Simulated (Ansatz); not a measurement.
One crystal and one scan (frozen-phonon scan) at two levels, PBE (plane waves to 420 eV, PAW, scalar-relativistic; Ansatz, a first-principles code) and r2SCAN (plane waves to 500 eV, PAW, scalar-relativistic; Ansatz), each from its own relaxed cell and on its own mesh. The cell shown is that of PBE.

HfO2 (fluorite)

```
HfO2
1.0
    0.00000     5.09813     5.09813
    2.54906     2.54906     5.09813
    2.54906     2.54906     0.00000
Hf O
2 4
Cartesian
  0.00000   0.00000   0.00000
  2.54906   5.09813   7.64719
  1.27453   6.37266   6.37266
  1.27453   3.82359   3.82359
  3.82359   3.82359   3.82359
  3.82359   6.37266   6.37266
```

The atoms are displaced by Q × the pattern below (from a DFPT mode at X = (0.5, 0.5, 0.0), largest move 1; Q in Å), at fixed cell. (q is in reciprocal vectors of the primitive cell; the cell shown is doubled to hold the pattern.)

```tsv
atom	x	y	z
O3	0.000	0.000	1.000
O4	0.000	0.000	-1.000
O5	0.000	0.000	1.000
O6	0.000	0.000	-1.000
```

Atoms not listed stay in place.

HfO2 is run without spin polarisation. HfO2 was relaxed with its symmetry unable to fall. Spin-orbit coupling is left out, though Hf is heavy. The PAW data are Ansatz's earlier set. This is a high-temperature form of HfO2. Percentages come from the unrounded values.

```json
[
 {"quantity": "Lattice constant a (Å)", "PBE": "5.098", "r2SCAN": "5.059", "PBE − r2SCAN": "+0.039 (+0.8 %)"},
 {"quantity": "Depth of the well (fit) (meV/cell)", "PBE": "155", "r2SCAN": "144", "PBE − r2SCAN": "+11 (+7 %)"},
 {"quantity": "Harmonic wavenumber from the curvature (finite differences) (cm⁻¹ (negative: imaginary))", "PBE": "-228", "r2SCAN": "-228", "PBE − r2SCAN": "0"}
]
```

PBE gives the higher value for: lattice constant a; depth of the well. They agree on: harmonic wavenumber from the curvature (within 1.5 %). Both give the same shape of the curve: a double well: the undisplaced structure is a maximum between two minima.

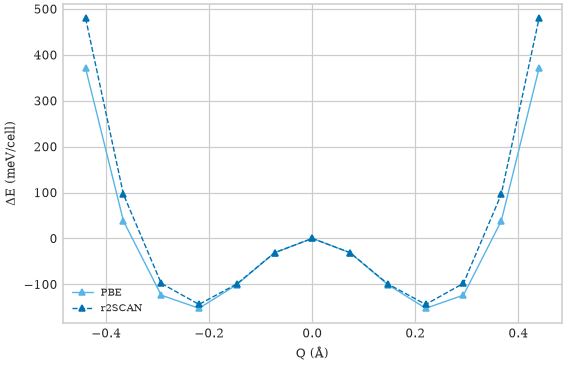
*ΔE, each from the undisplaced structure of its own level.*

(For displaced atoms, the force is minus the slope of the energy, and its curvature is a force constant, which sets phonon frequencies.)
